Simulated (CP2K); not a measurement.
# SiBrCl3 (bromotrichlorosilane) at r2SCAN/cc-pVDZ

What is the vertical ionisation energy of SiBrCl3 (bromotrichlorosilane) at r2SCAN/cc-pVDZ? 

The results are computed with CP2K 2026.2.

2 further runs of the same task are left out: 2 that didn't finish.

## Step 1: The molecule

SiBrCl3 has 5 atoms, charge 0, and is taken as a singlet. As SMILES, `Cl[Si](Cl)(Cl)Br`. The shape is that of a PBE0-D4/def2-TZVP optimisation.

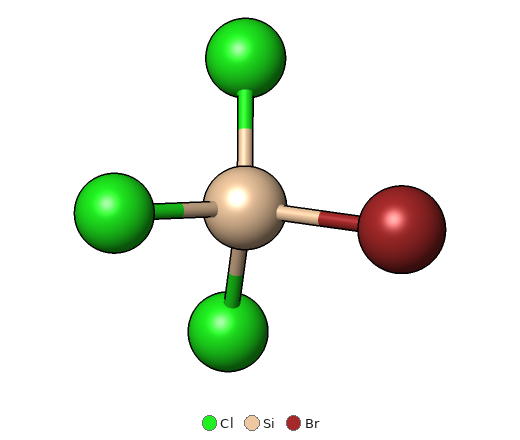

Viewed from a chosen angle; chlorine green, silicon light orange, bromine red.

## Step 2: The energy at r2SCAN/cc-pVDZ

Input file molecule.inp:

```
&GLOBAL
  PROJECT molecule
  RUN_TYPE ENERGY
  PRINT_LEVEL MEDIUM
&END

&FORCE_EVAL
  METHOD Quickstep
  &DFT
    BASIS_SET_FILE_NAME ./cc_pvdz.basis
    POTENTIAL_FILE_NAME POTENTIAL
    &QS
      METHOD GAPW
      EPS_DEFAULT 1.0E-10
    &END
    &MGRID
      CUTOFF 280
      REL_CUTOFF 50
      NGRIDS 4
    &END
    &POISSON
      PERIODIC NONE
      POISSON_SOLVER MULTIPOLE
    &END
    &SCF
      SCF_GUESS ATOMIC
      EPS_SCF 1.0E-07
      MAX_SCF 80
      ADDED_MOS 5
      &DIAGONALIZATION
        ALGORITHM STANDARD
      &END
      &MIXING
        METHOD PULAY_MIXING
        ALPHA 0.3
        NBUFFER 8
      &END
    &END
    ! functional
    &XC
      &XC_FUNCTIONAL
        &MGGA_X_R2SCAN
        &END
        &MGGA_C_R2SCAN
        &END
      &END
    &END
    ! extra output
    &PRINT
      &MOMENTS
        PERIODIC F
        REFERENCE COM
        MAX_MOMENT 1
      &END
      &MO ON
        ENERGIES T
        OCCUPATION_NUMBERS T
        NDIGITS 6
        &EACH
          QS_SCF 0
        &END
        ADD_LAST NUMERIC
      &END
      &LOWDIN ON
      &END
      &HIRSHFELD OFF
      &END
      &MO_MOLDEN ON
        NDIGITS 8
      &END
    &END
  &END
  ! structure
  &SUBSYS
    ! box in angstrom
    &CELL
      ABC 10 10.2 10.2
      PERIODIC NONE
    &END
    &COORD
      Cl    -0.852900    -0.217700     1.821600
      Si     0.003400    -0.042600    -0.003200
      Cl     1.690500    -1.158200    -0.059200
      Cl    -1.285700    -0.709700    -1.412800
      Br     0.494400     2.054400    -0.387900
    &END
    &TOPOLOGY
      &CENTER_COORDINATES
      &END
    &END
    &KIND Cl
      BASIS_SET cc-pVDZ
      POTENTIAL ALL
      LEBEDEV_GRID 194
      RADIAL_GRID 100
    &END
    &KIND Si
      BASIS_SET cc-pVDZ
      POTENTIAL ALL
      LEBEDEV_GRID 194
      RADIAL_GRID 100
    &END
    &KIND Br
      BASIS_SET cc-pVDZ
      POTENTIAL ALL
      LEBEDEV_GRID 194
      RADIAL_GRID 100
    &END
  &END
&END
```

The run is started by

```console
$ OMP_NUM_THREADS=1 cp2k.psmp -i molecule.inp -o molecule.out
```

The log of the run, cut to the lines that bear on the results:

```text
CP2K| version string:                                       CP2K version 2026.2
[...]
 GLOBAL| Method name                                                        CP2K
[...]
 GLOBAL| Run type                                                         ENERGY
[...]
 DFT| Spin restricted Kohn-Sham (RKS) calculation                            RKS
 DFT| Multiplicity                                                             1
[...]
 DFT| Charge                                                                   0
[...]
 FUNCTIONAL| MGGA_X_R2SCAN:
[...]
 FUNCTIONAL| MGGA_C_R2SCAN:
[...]
 QS| Method:                                                                GAPW
[...]
 QS| Density cutoff [a.u.]:                                                140.0
[...]
 QS| Relative density cutoff [a.u.]:                                        25.0
[...]
                             - Atoms:                                          5
[...]
                             - Spherical basis functions:                     99
[...]
 Number of electrons:                                                        100
[...]
     1 NoMix/Diag. 0.30E+00    1.5     0.77113711     -4245.0055791323 -4.25E+03
[...]
    18 Pulay/Diag. 0.30E+00    1.6     0.00000007     -4244.3017637330 -2.69E-09
  *** SCF run converged in    18 steps ***
[...]
  Overlap energy of the core charge distribution:               0.00000010211030
  Self energy of the core charge distribution:              -1413.31992628085686
  Core Hamiltonian energy:                                  -3033.48656980072701
  Hartree energy:                                             196.42352394903233
  Exchange-correlation energy:                                -29.55270495505320
[...]
                     Mulliken Population Analysis
 #  Atom  Element  Kind  Atomic population                           Net charge
       1     Cl       1         17.147002                             -0.147002
       2     Si       2         13.428611                              0.571389
       3     Cl       1         17.147606                             -0.147606
       4     Cl       1         17.148193                             -0.148193
       5     Br       3         35.128588                             -0.128588
 # Total charge                            100.000000                 -0.000000
[...]
  Dipole moment [Debye]
    X=  0.3851042E-01 Y=  0.1700707E+00 Z= -0.1555713E-01  Total=      0.1750689
 ENERGY| Total FORCE_EVAL ( QS ) energy [hartree]          -4244.301763732981271
[...]
```

Wall time 30 s (1 thread of Arm Neoverse V2, shared host); peak memory 1 GiB.

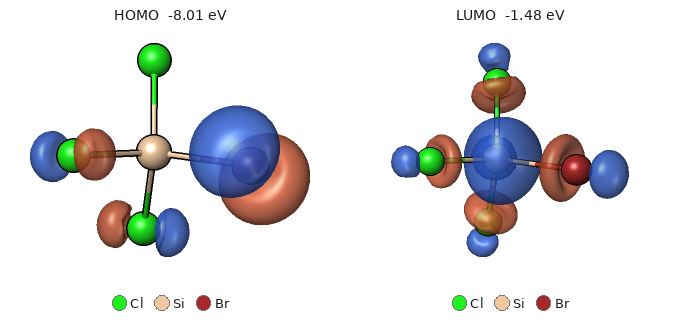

Frontier orbitals of this run, surfaces at ±0.2 Å^-3/2.

## Step 3: The doublet cation at the same level

Input file molecule.xyz:

```xyz
5

Cl    -0.852900    -0.217700     1.821600
Si     0.003400    -0.042600    -0.003200
Cl     1.690500    -1.158200    -0.059200
Cl    -1.285700    -0.709700    -1.412800
Br     0.494400     2.054400    -0.387900
```

Input file qs.inp:

```
&FORCE_EVAL
   METHOD QUICKSTEP
   &DFT
      BASIS_SET_FILE_NAME ./cc_pvdz.basis
      POTENTIAL_FILE_NAME POTENTIAL
      CHARGE 1
      MULTIPLICITY 2
      LSD T
      &QS
         METHOD GAPW
         EPS_DEFAULT 1.0E-10
      &END QS
      # plane-wave cutoff in Ry
      &MGRID
         CUTOFF 280
         REL_CUTOFF 50
         NGRIDS 4
      &END MGRID
      &POISSON
         PERIODIC NONE
         POISSON_SOLVER MULTIPOLE
      &END POISSON
      &SCF
         SCF_GUESS ATOMIC
         EPS_SCF 1.0E-06
         MAX_SCF 50
         &OT
            MINIMIZER DIIS
            PRECONDITIONER FULL_ALL
         &END OT
         &OUTER_SCF
            EPS_SCF 1.0E-06
            MAX_SCF 8
         &END OUTER_SCF
      &END SCF
      # exchange and correlation
      &XC
         &XC_FUNCTIONAL
            &MGGA_X_R2SCAN
            &END MGGA_X_R2SCAN
            &MGGA_C_R2SCAN
            &END MGGA_C_R2SCAN
         &END XC_FUNCTIONAL
      &END XC
      &PRINT
         &MOMENTS
            PERIODIC F
            REFERENCE COM
            MAX_MOMENT 1
         &END MOMENTS
         &MO_CUBES
            NLUMO 3
            NHOMO -1
            WRITE_CUBE F
         &END MO_CUBES
         &LOWDIN ON
         &END LOWDIN
         &HIRSHFELD OFF
         &END HIRSHFELD
      &END PRINT
   &END DFT
   &SUBSYS
      &CELL
         ABC 10 10.2 10.2
         PERIODIC NONE
      &END CELL
      &TOPOLOGY
         COORD_FILE_NAME molecule.xyz
         COORD_FILE_FORMAT XYZ
         &CENTER_COORDINATES
         &END CENTER_COORDINATES
      &END TOPOLOGY
      &KIND Cl
         BASIS_SET cc-pVDZ
         POTENTIAL ALL
         LEBEDEV_GRID 194
         RADIAL_GRID 100
      &END KIND
      &KIND Si
         BASIS_SET cc-pVDZ
         POTENTIAL ALL
         LEBEDEV_GRID 194
         RADIAL_GRID 100
      &END KIND
      &KIND Br
         BASIS_SET cc-pVDZ
         POTENTIAL ALL
         LEBEDEV_GRID 194
         RADIAL_GRID 100
      &END KIND
   &END SUBSYS
&END FORCE_EVAL

&GLOBAL
   PROJECT_NAME qs
   RUN_TYPE ENERGY
   PRINT_LEVEL MEDIUM
&END GLOBAL
```

The run is started by

```console
$ OMP_NUM_THREADS=1 cp2k.psmp -i qs.inp -o qs.out
```

The log of the run, cut to the lines that bear on the results:

```text
CP2K| version string:                                       CP2K version 2026.2
[...]
 GLOBAL| Method name                                                        CP2K
[...]
 GLOBAL| Run type                                                         ENERGY
[...]
 DFT| Spin unrestricted (spin-polarized) Kohn-Sham calculation               UKS
 DFT| Multiplicity                                                             2
[...]
 DFT| Charge                                                                   1
[...]
 FUNCTIONAL| MGGA_X_R2SCAN:
[...]
 FUNCTIONAL| MGGA_C_R2SCAN:
[...]
 QS| Method:                                                                GAPW
[...]
 QS| Density cutoff [a.u.]:                                                140.0
[...]
 QS| Relative density cutoff [a.u.]:                                        25.0
[...]
                             - Atoms:                                          5
[...]
                             - Spherical basis functions:                     99
[...]
 Number of electrons:                                                         50
[...]
     1 OT DIIS     0.15E+00    2.9     0.19175968     -4158.9265660965 -4.16E+03
[...]
    35 OT DIIS     0.15E+00    3.1     0.00000088     -4243.9029303832 -4.33E-09
  *** SCF run converged in    35 steps ***
[...]
  Overlap energy of the core charge distribution:               0.00000010211030
  Self energy of the core charge distribution:              -1413.31992628085686
  Core Hamiltonian energy:                                  -3033.78049603901854
  Hartree energy:                                             196.74408675387448
  Exchange-correlation energy:                                -29.17916689502761
[...]
                     Mulliken Population Analysis
 #  Atom  Element  Kind  Atomic population (alpha,beta) Net charge  Spin moment
       1     Cl       1         8.571819     8.351523     0.076657     0.220296
       2     Si       2         6.689816     6.769081     0.541103    -0.079265
       3     Cl       1         8.560719     8.381313     0.057968     0.179406
       4     Cl       1         8.570845     8.355498     0.073657     0.215347
       5     Br       3        17.606800    17.142585     0.250615     0.464215
 # Total charge and spin       50.000000    49.000000     1.000000     1.000000
[...]
 HOMO - LUMO gap [eV] :    0.056132
 ENERGY| Total FORCE_EVAL ( QS ) energy [hartree]          -4243.902930383238527
[...]
```

Wall time 4.6 min (1 thread of Arm Neoverse V2, shared host); peak memory 0.86 GiB.

## Step 4: What came out

At r2SCAN/cc-pVDZ:

| quantity | value |
| --- | --- |
| singlet SiBrCl3: total energy | -4244.30176 Eh |
| singlet SiBrCl3: dipole moment | 0.18 D |
| singlet SiBrCl3: HOMO energy | -8.01 eV |
| singlet SiBrCl3: LUMO energy | -1.48 eV |
| singlet SiBrCl3: HOMO–LUMO gap | 6.53 eV |
| doublet cation: total energy | -4243.90293 Eh |
| doublet cation: HOMO energy (highest over α and β) | -13.62 eV |
| doublet cation: LUMO energy (lowest over α and β) | -13.56 eV |
| doublet cation: ⟨S²⟩ | 0.752 |
| vertical ionisation energy (to the doublet cation) | 10.853 eV |

In words: Removing an electron at fixed nuclei costs 10.85 eV (1047 kJ/mol). −ε(HOMO) before ionisation, 8.01 eV, is 2.84 eV below this ionisation energy.
